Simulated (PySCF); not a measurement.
**triplet NSF3 at 4 levels**

Wanted: a comparison of 4 runs (U-revPBE/def2-SVPD, UBLYP/def2-SVPD, UPBE/def2-SVPD, UTPSS/def2-SVPD) of triplet NSF3. Input form: a Python script.

The calculation is run with PySCF 2.14.0.

3 further runs of the same task are left out: 2 that didn't finish, 1 set aside as unsound or not needed.

**1. Starting point**

NSF3: 5 atoms, total charge 0, spin state triplet. SMILES of the parent species: `N#S(F)(F)F`. The shape is that of a PBE0-D4/def2-TZVP optimisation. That shape belongs to the parent species and isn't relaxed for this state.

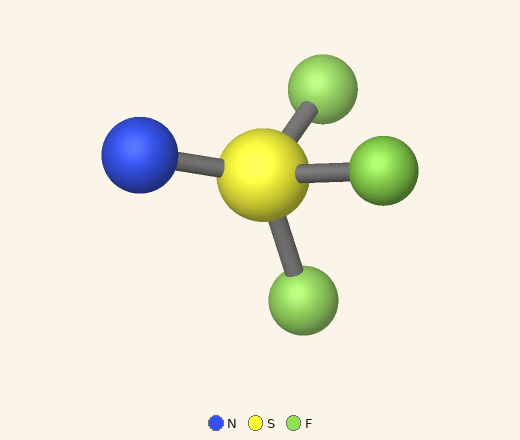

The structure, seen from a chosen angle (nitrogen blue, sulfur yellow, fluorine green).

**2. The energy at U-revPBE/def2-SVPD (run 1)**

job.py

```python
from pyscf import gto, dft

molecule = gto.Mole()
molecule.atom = [
    ('N', (-0.349630, -0.004150, 1.591380)),
    ('S', (-0.047340, -0.000560, 0.215490)),
    ('F', (1.023370, -0.939300, -0.408980)),
    ('F', (-1.108620, -0.317610, -0.875740)),
    ('F', (0.482210, 1.261610, -0.522150)),
]
molecule.basis = 'def2-svpd'
molecule.max_memory = 1860
molecule.verbose = 3
molecule.spin = 2
molecule.build()

calc0 = dft.UKS(molecule)
calc0.xc = 'revpbe'
calc0.grids.level = 5
calc0.conv_tol = 1e-10
calc0.kernel()
if not calc0.converged:
    calc0 = calc0.newton().run(calc0.mo_coeff, calc0.mo_occ)

e_tot = calc0.e_tot
print('E(%s) = %.9f' % ('REVPBE', e_tot))
```

Launch:

```sh
$ OMP_NUM_THREADS=1 python job.py
```

What it wrote:

```text
WARN: HOMO -0.0688522412388322 >= LUMO -0.336845672568338

WARN: HOMO -0.144995303131435 >= LUMO -0.332497738094623

WARN: HOMO -0.120274994566179 >= LUMO -0.30825740468342

WARN: HOMO -0.108797722348278 >= LUMO -0.321951645440404

WARN: HOMO -0.105189467328751 >= LUMO -0.310931224287673

WARN: HOMO -0.107701782812194 >= LUMO -0.312224773658559

WARN: HOMO -0.108025795675045 >= LUMO -0.312531713483146

WARN: HOMO -0.107450193060354 >= LUMO -0.311383371655116

WARN: HOMO -0.107503763748425 >= LUMO -0.311443017687907

[... 4 lines left out ...]
WARN: HOMO -0.10760843182127 >= LUMO -0.311551999798221
[... 7 lines left out ...]
WARN: HOMO -0.107610937261026 >= LUMO -0.311544657106428
[... 7 lines left out ...]
WARN: HOMO -0.107611639959704 >= LUMO -0.31153899301433
[... 7 lines left out ...]
WARN: HOMO -0.107617800796064 >= LUMO -0.311129988809522
[... 7 lines left out ...]
WARN: HOMO -0.107613826276573 >= LUMO -0.311535976246572
[... 1 line left out ...]
WARN: HOMO -0.107612313121128 >= LUMO -0.311485269558804

WARN: HOMO -0.107613586178315 >= LUMO -0.311415797378985

WARN: HOMO -0.107613657607697 >= LUMO -0.311352853824781

WARN: HOMO -0.107612823237058 >= LUMO -0.311426565465303

WARN: HOMO -0.10761259657438 >= LUMO -0.311485234173301

WARN: HOMO -0.107613375495737 >= LUMO -0.311465593260217

WARN: HOMO -0.107612544955977 >= LUMO -0.311510285389546

WARN: HOMO -0.107612534102822 >= LUMO -0.311501765835651

WARN: HOMO -0.107612286981485 >= LUMO -0.311535077141118

WARN: HOMO -0.107612293575319 >= LUMO -0.31153064004965

WARN: HOMO -0.10761218170546 >= LUMO -0.311529957495719

converged SCF energy = -751.558421405977  <S^2> = 2.0022249  2S+1 = 3.0014829
E(REVPBE) = -751.558421406
```

Run time: 2.1 min. Hardware: 1 thread of Intel Xeon Platinum 8175M at 2.50GHz (Skylake/Cascade Lake), shared host; peak memory 0.66 GiB.

**3. A single-point energy at UBLYP/def2-SVPD (run 2)**

calc.py

```python
from pyscf import gto, dft

system = gto.M(
    atom='''
N     -0.660705    -0.007842     3.007272
S     -0.089460    -0.001058     0.407217
F      1.933889    -1.775020    -0.772860
F     -2.094988    -0.600196    -1.654909
F      0.911245     2.384097    -0.986720
''',
    spin=2,
    verbose=4,
    max_memory=1860,
    basis='def2-svpd',
    unit='bohr',
)

mf = dft.UKS(system)
mf.xc = 'blyp'
mf.conv_tol = 1e-10
mf.grids.level = 5
mf.kernel()
if not mf.converged:
    mf = mf.newton().run(mf.mo_coeff, mf.mo_occ)

etot = mf.e_tot
print('E(%s) = %.9f' % ('BLYP', etot))
```

Launch:

```sh
$ OMP_NUM_THREADS=1 python calc.py
```

What it wrote:

```text
PySCF version 2.14.0

[... 93 lines left out ...]
[... the frontier-level lines of each cycle are left out ...]
[... 47 lines left out ...]
[... 47 lines left out ...]
[... 47 lines left out ...]
[... 47 lines left out ...]
[... 1 line left out ...]
cycle= 39 E= -751.713305785074  delta_E= -8.61e-10  |g|= 1.35e-06  |ddm|= 0.000352


cycle= 40 E= -751.713305785144  delta_E= -7.03e-11  |g|= 2.26e-06  |ddm|= 0.000646


Extra cycle  E= -751.713305785135  delta_E= 8.87e-12  |g|= 5.28e-06  |ddm|= 1.17e-05
converged SCF energy = -751.713305785135  <S^2> = 2.0021244  2S+1 = 3.0014159
E(BLYP) = -751.713305785
```

It took 2.2 min on 1 thread of Intel Xeon Platinum 8175M at 2.50GHz (Skylake/Cascade Lake), shared host; peak memory 0.66 GiB.

**4. A single-point energy at UPBE/def2-SVPD (run 3)**

calc.py

```python
from pyscf import gto, dft

mol = gto.M(
    atom='''
N       -0.349630      -0.004150       1.591380
S       -0.047340      -0.000560       0.215490
F        1.023370      -0.939300      -0.408980
F       -1.108620      -0.317610      -0.875740
F        0.482210       1.261610      -0.522150
''',
    spin=2,
    charge=0,
    basis='def2-svpd',
    verbose=4,
    max_memory=1860,
)

calc0 = dft.UKS(mol)
calc0.xc = 'pbe'
calc0.conv_tol = 1e-10
calc0.grids.level = 5
calc0.kernel()
if not calc0.converged:
    calc0 = calc0.newton().run(calc0.mo_coeff, calc0.mo_occ)

energy = calc0.e_tot
print('E(%s) = %.9f' % ('PBE', energy))
```

Launch:

```sh
$ OMP_NUM_THREADS=1 python calc.py
```

What it wrote:

```text
PySCF version 2.14.0

[... 71 lines left out ...]
[... the frontier-level lines of each cycle are left out ...]
[... 53 lines left out ...]
[... 53 lines left out ...]
[... 53 lines left out ...]
[... 53 lines left out ...]
[... 1 line left out ...]
cycle= 39 E= -751.247205326357  delta_E= -1.66e-10  |g|= 6.06e-06  |ddm|= 0.000573


cycle= 40 E= -751.247205326409  delta_E= -5.28e-11  |g|= 3.12e-07  |ddm|= 0.000417


Extra cycle  E= -751.247205326409  delta_E=    0  |g|= 8.67e-07  |ddm|= 2.09e-06
converged SCF energy = -751.247205326409  <S^2> = 2.0020286  2S+1 = 3.0013521
E(PBE) = -751.247205326
```

It took 2.2 min on 1 thread of Intel Xeon Platinum 8175M at 2.50GHz (Skylake/Cascade Lake), shared host; peak memory 0.66 GiB.

**5. A single-point energy at UTPSS/def2-SVPD (run 4)**

input.xyz

```xyz
5
F3NS
N     -0.349630    -0.004150     1.591380
S     -0.047340    -0.000560     0.215490
F      1.023370    -0.939300    -0.408980
F     -1.108620    -0.317610    -0.875740
F      0.482210     1.261610    -0.522150
```

job.py

```python
from pyscf import gto, dft

mol = gto.Mole()
mol.atom = 'input.xyz'
mol.spin = 2
mol.max_memory = 1860
mol.verbose = 3
mol.basis = 'def2-svpd'
mol.build()

mf = dft.UKS(mol)
mf.xc = 'tpss'
mf.grids.level = 5
mf.conv_tol = 1e-10
mf.kernel()
if not mf.converged:
    mf = mf.newton().run(mf.mo_coeff, mf.mo_occ)

e_final = mf.e_tot
print('E = %.10f Eh' % e_final)
```

Launch:

```sh
$ OMP_NUM_THREADS=1 python job.py
```

What it wrote:

```text
WARN: HOMO -0.06974084981396 >= LUMO -0.343226789756528

WARN: HOMO -0.138742793356743 >= LUMO -0.325466940767639

WARN: HOMO -0.11791885369948 >= LUMO -0.302180064939102

WARN: HOMO -0.108190351434988 >= LUMO -0.317552774843908

WARN: HOMO -0.106750607086944 >= LUMO -0.307280382911402

WARN: HOMO -0.108628614711064 >= LUMO -0.308064760246932

WARN: HOMO -0.108576233581311 >= LUMO -0.307593472376239

WARN: HOMO -0.108198662746858 >= LUMO -0.306796390762644

WARN: HOMO -0.108336469180574 >= LUMO -0.306955656309204

[... 8 lines left out ...]
WARN: HOMO -0.1083666471983 >= LUMO -0.306977782808906
[... 11 lines left out ...]
WARN: HOMO -0.108365157003432 >= LUMO -0.306973882010092
[... 11 lines left out ...]
WARN: HOMO -0.108368880544688 >= LUMO -0.306964166508735
[... 11 lines left out ...]
WARN: HOMO -0.108364671426372 >= LUMO -0.306814408724029
[... 11 lines left out ...]
WARN: HOMO -0.108365311384789 >= LUMO -0.306877878515772
[... 1 line left out ...]
WARN: HOMO -0.108364531423184 >= LUMO -0.30701769810772

WARN: HOMO -0.108365864852651 >= LUMO -0.306911489520691

WARN: HOMO -0.108364809204807 >= LUMO -0.306948376909903

WARN: HOMO -0.108365238502088 >= LUMO -0.306916883443279

WARN: HOMO -0.108365299452791 >= LUMO -0.306928138092013

WARN: HOMO -0.108364856486406 >= LUMO -0.306958126299965

WARN: HOMO -0.108365183269878 >= LUMO -0.306949144549408

WARN: HOMO -0.108364836063273 >= LUMO -0.306973804220959

WARN: HOMO -0.108364946706855 >= LUMO -0.306960784801174

WARN: HOMO -0.108364972231274 >= LUMO -0.306962388408043

WARN: HOMO -0.10836496785241 >= LUMO -0.30696244325544

converged SCF energy = -751.78920350765  <S^2> = 2.0029114  2S+1 = 3.0019403
E = -751.7892035077 Eh
```

It took 6.1 min on 1 thread of Intel Xeon Platinum 8175M at 2.50GHz (Skylake/Cascade Lake), shared host; peak memory 0.69 GiB.

**6. Overview of the runs**

| run | level | energy (Eh) | dipole moment (D) | HOMO energy (eV) | ⟨S²⟩ | wall time |
| --- | --- | --- | --- | --- | --- | --- |
| 1 | U-revPBE/def2-SVPD | -751.558421 | 0.19 | -2.93 | 2.002 | 2.1 min |
| 2 | UBLYP/def2-SVPD | -751.713306 | 0.18 | -2.99 | 2.002 | 2.2 min |
| 3 | UPBE/def2-SVPD | -751.247205 | 0.20 | -3.02 | 2.002 | 2.2 min |
| 4 | UTPSS/def2-SVPD | -751.789204 | 0.17 | -2.95 | 2.003 | 6.1 min |

**7. Outcome**

| quantity | value |
| --- | --- |
| run 4: total energy | -751.78920 Eh |
| run 4: dipole moment | 0.17 D |
| run 4: HOMO energy (highest over α and β) | -2.95 eV |
| run 4: ⟨S²⟩ | 2.003 |

**Reading.** The dipole moment (its size) runs from 0.17 D (UTPSS/def2-SVPD) to 0.20 D (UPBE/def2-SVPD). Totals of different functionals can't be ranked against each other. All runs together took 13 min, the longest 6.1 min.
